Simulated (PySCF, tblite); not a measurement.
**CHS radical: infrared bands and EPR parameters**

What infrared bands and EPR parameters should CHS radical (`[CH]=S`) show?

The runs use tblite 0.8.0 and PySCF 2.14.0, with density-fitted response routines of our own; the level of theory stands in each step. All values are computed, except where a source is named. Atoms are numbered from 0 throughout.

### 1 Starting geometry

3 atoms, charge 0, multiplicity 2; geometry from: GFN2-xTB.

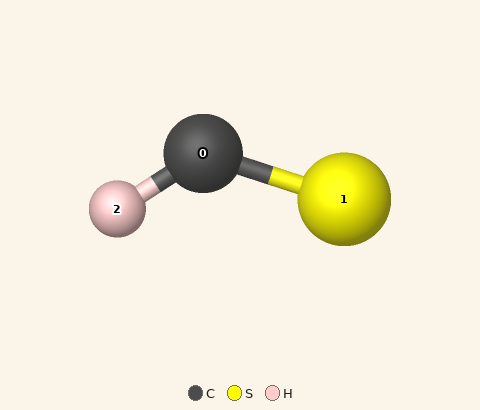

As it starts; carbon dark grey, sulfur yellow, hydrogen pink, atoms numbered.

### 2 Harmonic vibrations with GFN2-xTB

Job settings and geometry (Å):

```
{"job": {"kind": "ir", "xc": "GFN2-xTB", "basis": "xTB"}, "charge": 0, "multiplicity": 2}
C     -0.184252     0.359001    -0.002372
S      1.293588    -0.152200    -0.012256
H     -1.097855    -0.209338     0.002074
```

Output:

```text
mode    cm-1     km/mol
  1     804.5     50.89
  2    1246.7      5.95
  3    3038.8     21.89
```

Which atoms move in the most intense modes:

| cm⁻¹ | km/mol | atoms |
| --- | --- | --- |
| 804 | 50.9 | H2 85 %, C0 13 % |
| 1247 | 6.0 | C0 68 %, S1 29 % |
| 3039 | 21.9 | H2 92 % |

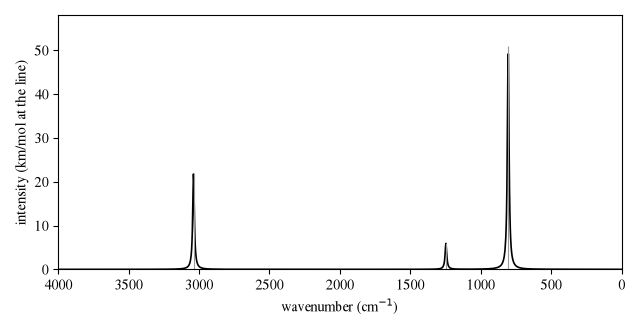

The infrared spectrum from these modes, unscaled. Lines are broadened to a width of 14 cm⁻¹ (Lorentzian).

### 3 g tensor and hyperfine couplings: B3LYP/pcH-1

Job settings and geometry (Å):

```
{"job": {"kind": "epr", "basis": "pcH-1"}, "charge": 0, "multiplicity": 2}
C     -0.184252     0.359001    -0.002372
S      1.293588    -0.152200    -0.012256
H     -1.097855    -0.209338     0.002074
```

Level: UKS B3LYP, pcH-1 on C H S, non-relativistic, mean-field spin-orbit, GIAO.

Output:

```text
UKS, coarse grid
  cycle   1  E = -436.81005707  |g| = 1.23e-01
  cycle   2  E = -436.81360576  |g| = 4.75e-02
  cycle   3  E = -436.81453923  |g| = 2.55e-02
  cycle   4  E = -436.81471422  |g| = 1.91e-02
  cycle   5  E = -436.81492722  |g| = 4.12e-03
  cycle   6  E = -436.81494793  |g| = 1.13e-03
  cycle   7  E = -436.81495385  |g| = 5.25e-04
UKS, final grid
  cycle   1  E = -436.81496319  |g| = 6.07e-04
  cycle   2  E = -436.81496262  |g| = 1.42e-03
  cycle   3  E = -436.81496380  |g| = 1.80e-04
  cycle   4  E = -436.81496398  |g| = 1.11e-04
  cycle   5  E = -436.81496404  |g| = 1.06e-05
  cycle   6  E = -436.81496404  |g| = 3.80e-06
internal stability: stable
E = -436.81496404 Eh   <S^2> = 0.7545 (exact 0.7500)
g shifts (ppm)      1          2          3
  rmc          -186       -186       -186
  gc             40          2         15
  oz_so      -39641       -501       8025
  total      -39785       -684       7854
hyperfine (MHz)  atom isotope    a_iso     a_fc   dipolar eigenvalues
    0   13C     322.07     322.07    -55.53    -47.10    102.63
    1   33S       9.96       9.96    -45.01    -37.48     82.50
    2    1H     144.53     144.53    -21.07     -7.53     28.60
```

Run time: 3.8 s. Hardware: 1 thread, shared host.

Principal g values 1.96253, 2.00164, 2.01017; g(iso) = 1.99145, against 2.00232 for a free electron. They are not to be trusted: the run shows a large g shift, which the driver flags as unsure.

Hyperfine couplings, nucleus by nucleus at this fixed geometry (no averaging over rotations):

| nuclei | isotope | a(iso) (MHz) | a(iso) (G, at g = 2.0023) | largest dipolar term (MHz) |
| --- | --- | --- | --- | --- |
| C0 | 13C | 322.1 | 114.9 | 102.6 |
| H2 | 1H | 144.5 | 51.6 | 28.6 |
| S1 | 33S | 10.0 | 3.6 | 82.5 |

Mulliken spin populations:

| atom | value (e) |
| --- | --- |
| C0 | 0.63 |
| S1 | 0.33 |
| H2 | 0.04 |

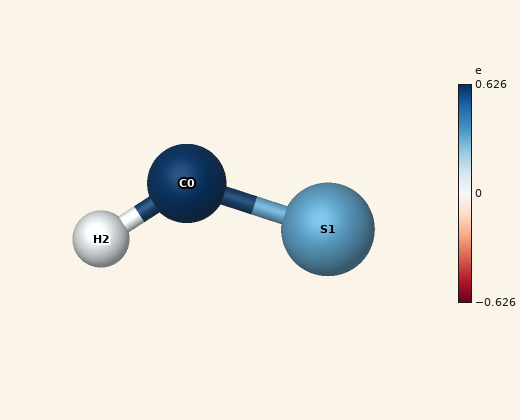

Mulliken spin populations, as colours on the atoms.

### 4 What came out

```
                                 quantity                                            value
strongest single infrared mode (GFN2-xTB)                              804 cm⁻¹, 51 km/mol
             zero-point energy (GFN2-xTB)                                     7.3 kcal/mol
                           g(iso) (B3LYP)                                          1.99145
                                     ⟨S²⟩                               0.755 (exact 0.75)
                           largest a(iso)                             13C on C0, 322.1 MHz
            property runs in this session  1, of which 0 failed and 1 gave unsound results
```

**Reading.** All 3 modes are real, so the xTB geometry is a minimum. The strongest single mode, at 804 cm⁻¹, moves mainly H2. Unscaled tight-binding wavenumbers are off by several per cent, some by more. Its intensities can rank the bands wrongly. C0 carries the largest spin population, 0.63 e. The isotropic g lies 10.9 ppt below the free-electron value. These values are not to be trusted: the run shows a large g shift, which the driver flags as unsure.
